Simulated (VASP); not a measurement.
Band structure of MgS (space group Fm-3m). Computed with PBE GGA, VASP's PBE PAW potentials (set 64) (plane waves; VASP).

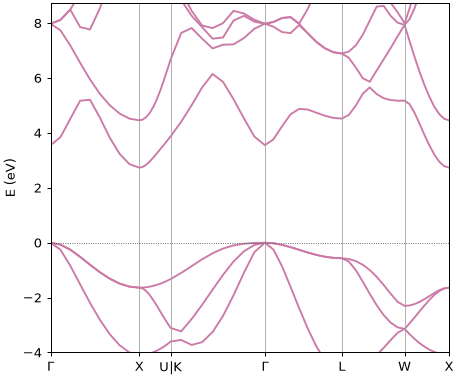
Figure. Bands along high-symmetry lines, zero at the valence-band maximum or, without a gap, the Fermi level

Problem. Read the plot: is there a gap, and where are the band edges?

Solution. The gap is indirect, 2.73 eV, from the valence maximum at Γ to the conduction minimum at X.

The structure comes from a computed database's MgS entry; how it stands against other phases isn't given here. The cell was not relaxed at this level.
